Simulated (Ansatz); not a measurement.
**Ga: a relaxation**

The task is a relaxation on Ga. The structure is shown as the input types it.

Computed with Ansatz 0.2.0 (DFT, PBEsol, PAW with Ansatz's default frozen-core files, scalar-relativistic; relaxation of atoms, unless a step's input says otherwise).

### 1 The starting structure

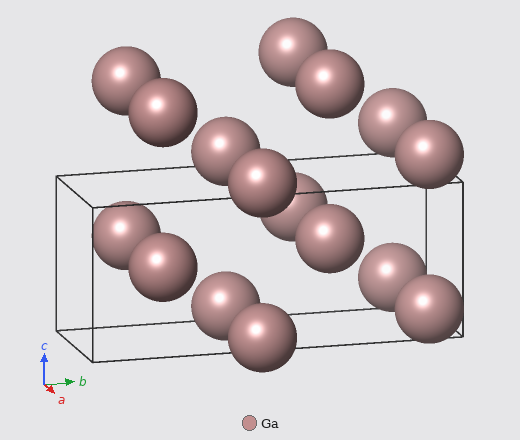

The starting structure, seen slightly off an axis (gallium pink). 2×1×2 cells are drawn. The cell drawn here is the conventional one.

Structure file:

```
CELL_PARAMETERS angstrom
2.77986 0.00000 -0.01543
0.00000 3.29703 0.00000
-1.36629 0.00000 3.98346
ATOMIC_POSITIONS crystal
Ga 0.86570 0.25000 0.23124
Ga 0.13430 0.75000 0.76876
```

### 2 The run

File input.yaml:

```yaml
crystal:
  lattice:
    - [2.77985722915, 0.0, -0.01543474361]
    - [0.0, 3.29703245807, 0.0]
    - [-1.36629186593, 0.0, 3.98345911985]
  atoms:
    - { symbol: Ga, position: [0.86570381776, 0.25, 0.231243257789] }
    - { symbol: Ga, position: [0.13429618224, 0.75, 0.768756742211] }
kpoints:
  mp_grid: { grid: [14, 12, 10] }
scf:
  occupations: { method: fermi_dirac, width: 0.08 }
  max_iter: 5
hamiltonian:
  xc: pbesol
  pseudopotentials: { kind: paw }
relax:
  f_tol: 0.002
  max_steps: 80
output:
  forces: true
  stress: true
```

Started as:

```console
$ ansatz run input.yaml --threads 1 --pin off --max-ram 3072MiB --backend cpu --events-out ev --progress --plain --runs-dir out
```

Standard output:

```text
Warning: output.stress: scf.convergence.dr2_threshold = 4e-9 eV (the default of a walk held to its f_tol) is looser than the 2e-10 eV advised for a printed stress (1e-10 eV for each atom of the cell: 2). What an SCF threshold leaves in a stress goes as its square root, and in the free energy as the threshold itself, and one threshold admits the most on a small cell: of the crystals measured, under no hybrid functional and no lock of the moments, on runs that ended without the residual-converged pass, on stresses that held no estimate of that error, the worst erred by over 100 MPa in a component at 1e-7 eV an atom and by under 5 at 1e-10. Every solve of this run answers to scf.convergence.dr2_threshold, and the tensor of one is reported: a single SCF on the reported geometry and on this run's grids (its basis.xc_grid and basis.ecutrho_ratio typed), with scf.convergence.dr2_threshold at 2e-10 eV or tighter, prints it and tightens no other solve. Else set scf.convergence.dr2_threshold to 2e-10 eV or tighter. The threshold is an SCF's pass mark: one that does not reach it within its budget of iterations ends unconverged, or closes short of it on a stop that the run arms, and scf.convergence.dr2_threshold's page says what that costs each kind of run
Engine: ansatz 0.2.0
Pseudopotentials: kind: paw
Pseudopotential: Ga, paw, valence charge 13, recommended cutoff 420 eV (normal), Ga.paw.azcp
Functional definition: PBEsol
  exchange = pbesol_x
  correlation = pbesol_c
Crystal: 2 atoms, lattice volume = 36.440 Å³
Basis set: ecut = 420 eV, 699 PW (Γ), exchange–correlation on 40×48×60 points (8 copies of the dense FFT grid, shifted against one another)
Bands: 17, of which v1, the nominal top of the filled ones, is band 13 counted from 1 (12 counted from 0)
Symmetry: 4 space group operations
Space group: P21/m (ITA 11), of the structure as read, at distance tolerance 3.3e-5 Å
k-points: 504 of 1680
Non-local potential: Ga, projectors of the file, l = 0: 2, l = 1: 2, l = 2: 3, l = 3: 1
PAW form: soft (Blöchl's): semilocal exchange-correlation on the pseudo side does not see the compensation charge
PAW frozen core: Ga, regenerated for the run's functional, and the local potential with it (the file was generated under x = pbe(κ = 0.804, μ = 0.2195149727645171), c = pbe(β = 0.06672455060314922))
PAW one-centre angular grid: Ga, 590 points (default); XC on 64 Gauss nodes
Initial density: superposition of atomic densities (neutral atoms: chi_scale 0, normalization atom), corrected by the library's trained network
Initial wavefunctions: pseudopotential atomic-orbital guess
Functional: x = pbesol(κ = 0.804, μ = 0.12345679012345678), c = pbesol(β = 0.046)
SCF iter   1: F=—  HF=-7486.390466 eV  |F-HF|=—  |Δ(HF+E_count)|=         —  Δρ=2.27e-3  dr2=1.20e-3  ethr=1.77e-3  ⟨swp⟩=5.2  Hψ=38962  notcnv=0
preconditioner: auto → Kerker (q_TF=auto, 2.579 Å⁻¹)  [metal: Δε(μ)=0.008 eV  Ē_g=17.229 eV  σ=0.080 eV  W_gap=0.02  n_scr=12 (ndim 8)  ℏωp=31.4 eV  f_vac=0.000  D(μ)=0.70/eV (n_scr^D=2)]
SCF iter   2: F=—  HF=-7486.389168 eV  |F-HF|=—  |Δ(HF+E_count)|=   1.30e-3  Δρ=1.15e-3  dr2=3.95e-4  ethr=4.62e-6  ⟨swp⟩=2.0  Hψ=18160  notcnv=0
SCF iter   3: F=—  HF=-7486.389129 eV  |F-HF|=—  |Δ(HF+E_count)|=   3.90e-5  Δρ=4.74e-4  dr2=1.06e-4  ethr=1.52e-6  ⟨swp⟩=1.0  Hψ=19144  notcnv=0
SCF iter   4: F=—  HF=-7486.389104 eV  |F-HF|=—  |Δ(HF+E_count)|=   2.41e-5  Δρ=1.06e-4  dr2=7.63e-6  ethr=4.08e-7  ⟨swp⟩=1.0  Hψ=22260  notcnv=0
SCF iter   5: F=—  HF=-7486.389102 eV  |F-HF|=—  |Δ(HF+E_count)|=   2.16e-6  Δρ=9.85e-5  dr2=1.70e-6  ethr=2.94e-8  ⟨swp⟩=1.0  Hψ=25703  notcnv=0
Error: did not converge after 5 iterations: onsite_residual = 2.29e-6 (threshold 1.00e-7), under the density mixer `msr1`, which `scf.mixing.algorithm: auto` chose by the deck's other keys (type `scf.mixing.algorithm: msr1` to keep it); raise `scf.max_iter`, which need not help a stalled SCF, or adjust the mixing (`scf.mixing`) or, under a smearing, its width (`scf.occupations.width`, in either direction: another width is another result); this SCF holds its density and magnetisation to the symmetry operations that it keeps, and cannot end on a state that breaks one of them: if the state sought breaks one, re-run with `crystal.symmetry.detect: false`, without `crystal.symmetry.time_reversal: true`, on a non-collinear deck whose state breaks time reversal, with `crystal.symmetry.time_reversal: false` beside it (there exact exchange or a DFT+U term alone can polarise the run; a magnetic state wants starting moments), where the deck allows it (that run may end on another state, and need not converge either); this run sums exchange and correlation on more points than the dense box has (`basis.xc_grid`), where a deck that converges on the dense box may not converge: try another level (where the key is left out runs that use forces, runs that use the stress, dielectric runs by a finite field, finite-displacement phonons, runs of phonons.displacement_patterns under a GGA or a meta-GGA, phonons by method: dfpt, dielectric runs by the response, runs on support functions, runs on PAW files under a meta-GGA or a hybrid on one, runs at kind: all_electron or under a hybrid on a GGA, runs under a text's formulas of a gradient, and runs on PAW files that evaluate rPW86 or Becke's exchange or LYP's correlation can take a finer level, which can go by the root key accuracy; a number is taken as typed), or, where it is served, `1`, the dense box, on which forces and the stress change with where the atoms sit on the grid; a lower level also moves a field's Born charges, by the response (dielectric, § Limitations, in the input reference) or by a finite field; under a meta-GGA, try another mixer (`scf.mixing.algorithm: anderson` or `broyden`); mind that the stability of the state on which such a run converges can go unchecked at the default of `scf.lower_state_search`; see `basis.xc_grid`, Limitations — the other mixer that `auto` picks from is left to try (`scf.mixing.algorithm: broyden`); it can need more iterations, either can converge an SCF that the other leaves open, and the two can end on different states; the input reference at `scf.mixing.algorithm` says more, and from which start to try it
```

Run time: 11 s. Hardware: 1 thread of Intel Xeon Platinum 8488C (Sapphire Rapids), shared host; peak memory 0.55 GiB.

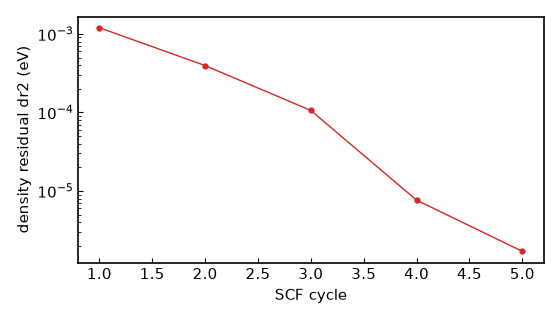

How the SCF residual went.

### 3 Diagnosis

No self-consistency after 5 cycles. The density residual dr2 fell from 0.0012 to 1.7e-6 eV (threshold 1.0e-7) and was still falling. The test that failed last is that of the onsite residual, at 2.3e-6. Its numbers are not properties of the system.

The suspect setting: scf.max_iter is 5. The run was allowed too few self-consistency cycles to reach its threshold.

What to do: delete scf.max_iter (the default then holds).

### 4 Second try

input.yaml: that of step 2 with these lines changed.

```diff
@@ -12,3 +12,2 @@
   occupations: { method: fermi_dirac, width: 0.08 }
-  max_iter: 5
 hamiltonian:
```

Started as:

```console
$ ansatz run input.yaml --threads 1 --pin off --max-ram 3072MiB --backend cpu --events-out ev --progress --plain --runs-dir out
```

The main lines of its log:

```text
[...]
Basis set: ecut = 420 eV, 699 PW (Γ), exchange–correlation on 40×48×60 points (8 copies of the dense FFT grid, shifted against one another)
[...]
k-points: 504 of 1680
[...]
SCF iter   1: F=—  HF=-7486.390466 eV  |F-HF|=—  |Δ(HF+E_count)|=         —  Δρ=2.27e-3  dr2=1.20e-3  ethr=1.77e-3  ⟨swp⟩=5.2  Hψ=38962  notcnv=0
preconditioner: auto → Kerker (q_TF=auto, 2.579 Å⁻¹)  [metal: Δε(μ)=0.008 eV  Ē_g=17.229 eV  σ=0.080 eV  W_gap=0.02  n_scr=12 (ndim 8)  ℏωp=31.4 eV  f_vac=0.000  D(μ)=0.70/eV (n_scr^D=2)]
SCF iter   2: F=—  HF=-7486.389168 eV  |F-HF|=—  |Δ(HF+E_count)|=   1.30e-3  Δρ=1.15e-3  dr2=3.95e-4  ethr=4.62e-6  ⟨swp⟩=2.0  Hψ=18160  notcnv=0
[...]
relax step   1: F+E_penalty+E_count = -7486.38910091 eV  Δ(F+E_penalty+E_count) = +0.000e0 eV  max|allowed force component| = 5.099e-3 eV/Å  Δτ_max = 0.0000 Å  (7 SCF iters, dr2 threshold 1.00e-7 eV, accepted)
[...]
relax step   2: F+E_penalty+E_count = -7486.38910504 eV  Δ(F+E_penalty+E_count) = -4.135e-6 eV  max|allowed force component| = 1.300e-3 eV/Å  Δτ_max = 0.0007 Å  (4 SCF iters, accepted)
[...]
SCF iter   2: F=—  HF=-7486.389107 eV  |F-HF|=—  |Δ(HF+E_count)|=   2.05e-6  Δρ=3.04e-5  dr2=1.63e-7  ethr=1.54e-9  ⟨swp⟩=1.0  Hψ=12600  notcnv=0  defer=9
SCF iter   3: F=-7486.389107 eV  HF=-7486.389107 eV  |F-HF|=7.23e-10  |Δ(HF+E_count)|=   2.30e-8  Δρ=3.42e-6  dr2=2.08e-9  ethr=1.54e-11  ⟨swp⟩=4.0  Hψ=33798  notcnv=0
[...]
relax step   3: F+E_penalty+E_count = -7486.38910651 eV  Δ(F+E_penalty+E_count) = -1.464e-6 eV  max|allowed force component| = 8.271e-4 eV/Å  Δτ_max = 0.0007 Å  (3 SCF iters, accepted)
SCF converged after 3 iterations
Free energy (F): -7486.389107 eV
[...]
E sigma→0 (E₀):  -7486.381736 eV
[...]
Fermi energy:    9.991722 eV
[...]
  P = ⅓ Tr σ = -0.8615 GPa (-8.615 kbar)
--- Relaxed structure (3 steps of the walk, 3 accepted, 0 SCFs on fresh bases) ---
[...]
```

Run time: 27 s. Hardware: 1 thread of Intel Xeon Platinum 8488C (Sapphire Rapids), shared host; peak memory 0.59 GiB.

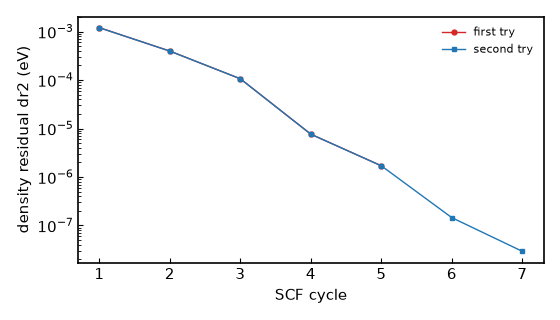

Residuals of both tries.

### 5 Summary of results

| quantity | value |
| --- | --- |
| first try | not converged |
| cause | too low a cap on iterations |
| second try | converged |
| energy (zero set by the potentials) | -7486.3891 eV |
| pressure | -0.86 GPa |
| gap on the mesh | none (metal on this mesh) |
| largest force | 0.001 eV/Å |

In words: The second try converges.
